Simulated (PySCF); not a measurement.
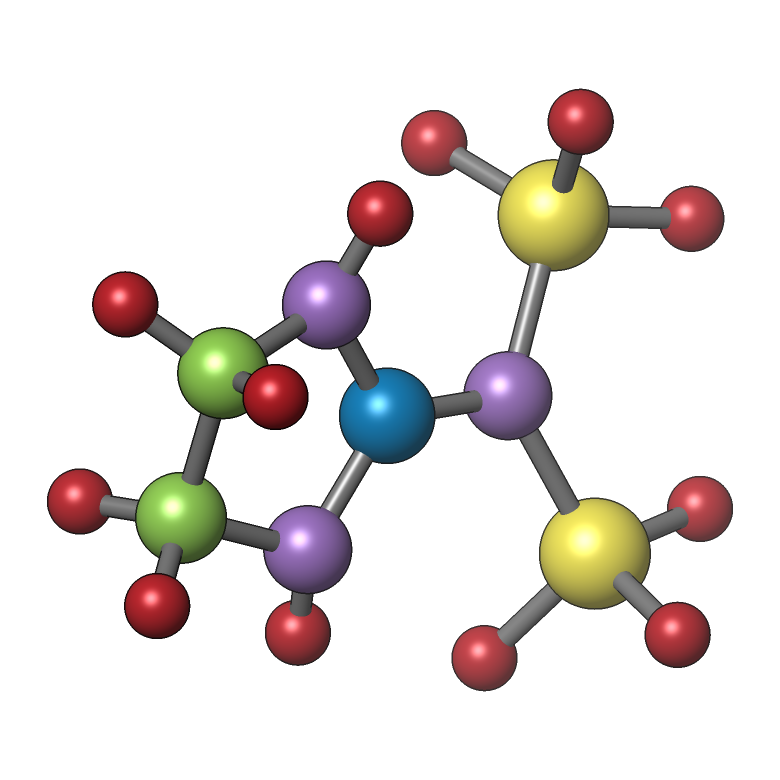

Rendered structure (ball-and-stick style). Every bond is drawn as one stick, whatever its order. Colours: silicon yellow, nitrogen purple, boron blue, carbon green, hydrogen red.

Identify the structure.

It has 20 atoms: 2 carbon, 12 hydrogen, 1 boron, 3 nitrogen and 2 silicon (C₂H₁₂BN₃Si₂). As SMILES it reads `[SiH3]N([SiH3])B1NCCN1`. Independent rings (smallest set): 1 of 5 members. Among its groups: Si–H bond, Si–N bond. Coordination, clear cases only: 2 Si tetrahedral; 1 N trigonal planar; 1 B trigonal planar; 2 C tetrahedral.

More results for the same structure follow; atom numbers are the same in all pictures, views and colours differ. Computed geometry: PBE0-D3(BJ)/def2-SVP optimisation. No frequency run is at hand to confirm it as a minimum.

Levels of theory compared

No frequency run is at hand to confirm it as a minimum. Program: PySCF 2.14.0.

Tabulate HOMO energy (eV), dipole (D) at these levels: KT2/pcSseg-1; PBE0/def2-SVPD; PBE0/def2-SVPD in acetone (IEF-PCM); PBE0/pcSseg-1; PBE0/pcSseg-1 in acetone (IEF-PCM); PBE0/pcSseg-1 in acetonitrile (IEF-PCM).

```csv
level,HOMO energy (eV),dipole (D)
KT2/pcSseg-1,−5.13,1.38
PBE0/def2-SVPD,−6.44,1.30
PBE0/def2-SVPD in acetone (IEF-PCM),−6.35,1.61
PBE0/pcSseg-1,−6.36,1.40
PBE0/pcSseg-1 in acetone (IEF-PCM),−6.29,1.67
PBE0/pcSseg-1 in acetonitrile (IEF-PCM),−6.30,1.68
```

Bond orders

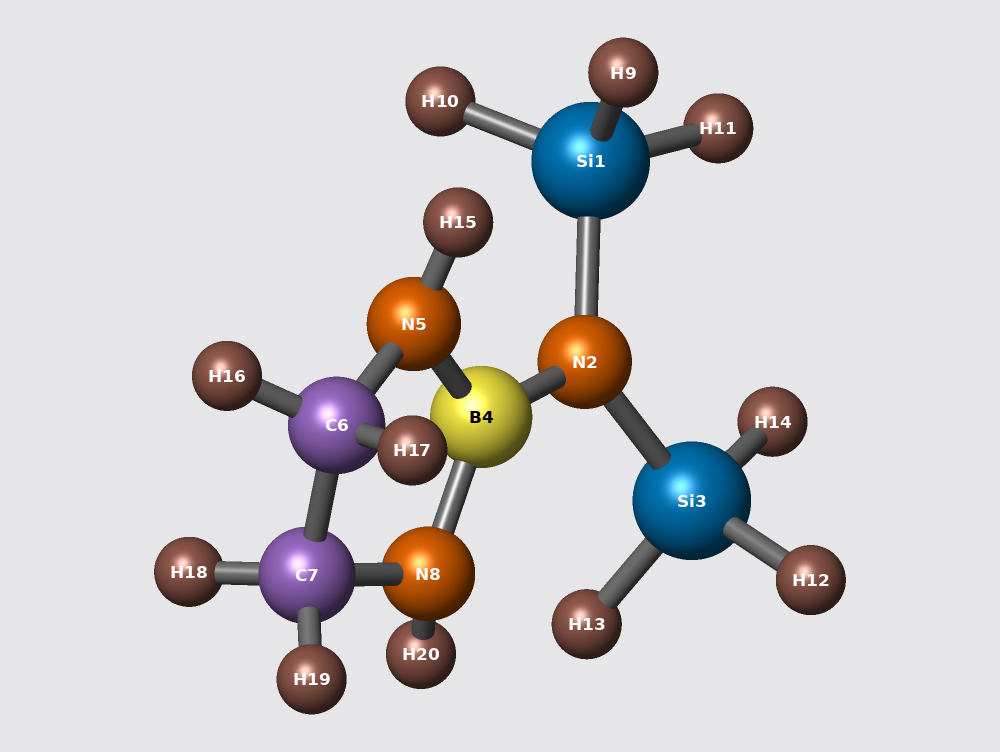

Every bond is drawn as one stick. No frequency run is at hand to confirm it as a minimum. Computed with PBE0/pcSseg-1 in acetone (IEF-PCM) (PySCF 2.14.0).

List the Mayer bond orders of Si1–N2, N2–Si3, N2–B4, B4–N5, C6–C7, N5–C6 (bonds between heavy atoms, one of each equivalent set). Atoms whose distances differ by more than 0.02 Å in this geometry are listed apart.

```tsv
bond	Mayer order	length (Å)
Si1–N2	0.92	1.749
N2–Si3	0.92	1.749
N2–B4	0.96	1.452
B4–N5	1.12	1.429
C6–C7	1.05	1.535
N5–C6	0.97	1.451
```

NMR shielding

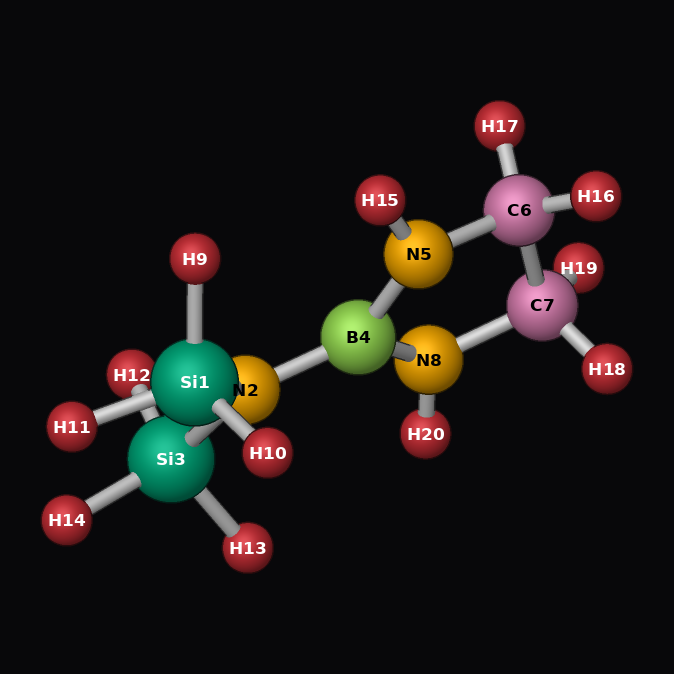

No frequency run is at hand to confirm it as a minimum. Method: GIAO PBE0/pcSseg-1 NMR shielding, non-relativistic, gas phase (PySCF 2.14.0). Principal shieldings σ11 ≤ σ22 ≤ σ33, span Ω = σ33 − σ11, skew κ = 3(σiso − σ22)/Ω.

Give the shielding tensors of the N atoms.

```
  atom    σ11    σ22    σ33   σiso     Ω      κ
    N2  184.5  279.9  281.9  248.8  97.4  −0.96
N5, N8  148.4  192.6  241.2  194.1  92.7   0.05
```

Shieldings and span in ppm.

Ring current

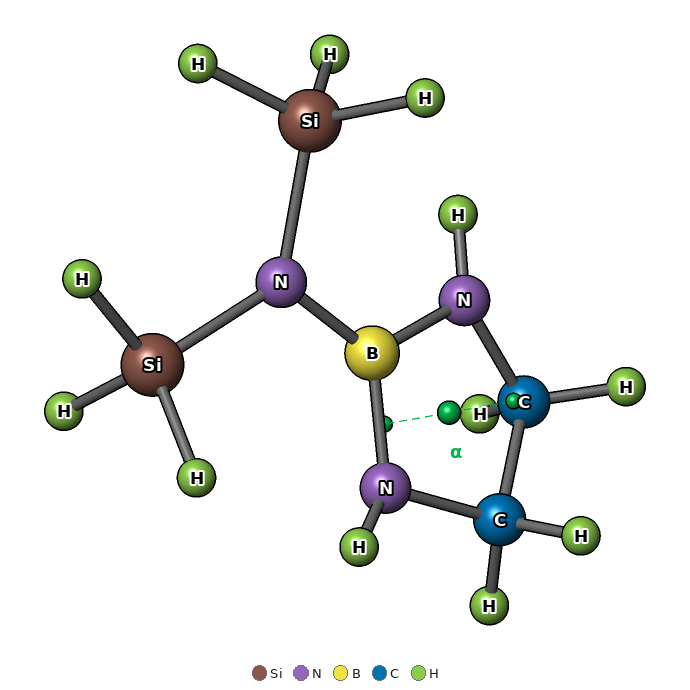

The small points mark where nucleus-independent chemical shifts (NICS) were computed: at the centre of each lettered ring and 1 Å above and below it. No frequency run is at hand to confirm it as a minimum. Method: GIAO PBE0/pcSseg-1 NMR shielding, non-relativistic, gas phase (PySCF 2.14.0).

Give NICS(0), NICS(1) and the out-of-plane component NICS(1)zz for each ring (means of the two sides).

```csv
ring,members,NICS(0),NICS(1),NICS(1)zz
α,C2BN2,−6.2,−2.2,−2.1
```

Values in ppm.

**What do the values say about the ring currents?**

Ring α: weak, as in a non-aromatic ring. NICS is one index among several.
